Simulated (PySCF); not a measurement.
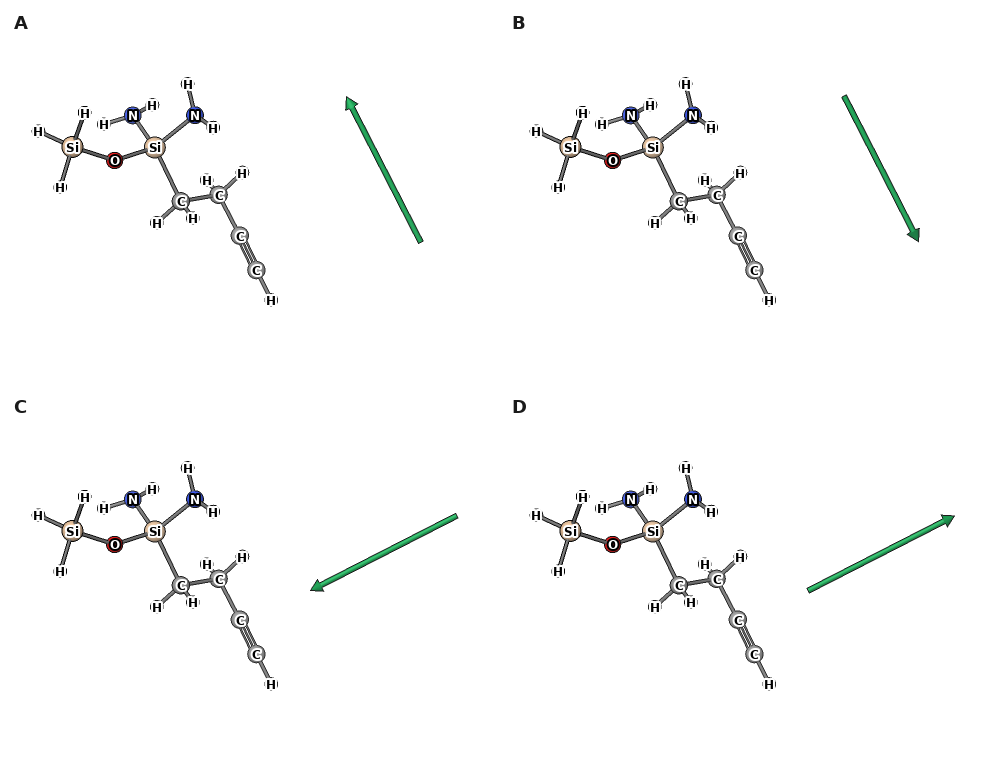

The same molecule four times, each with an arrow. The geometry was computed by an optimisation with GFN2-xTB. No frequency run is at hand to confirm it as a minimum. Level of theory: PBE0/pcSseg-1, gas phase (PySCF 2.14.0).

Which arrow points along the dipole moment, from the negative to the positive end?

Answer. A. The dipole moment is 1.31 D.

The geometry is semi-empirical. Around Si such bond lengths and angles can be off by a tenth of an ångström or more and by several degrees, and values that hang on the shape move with them.
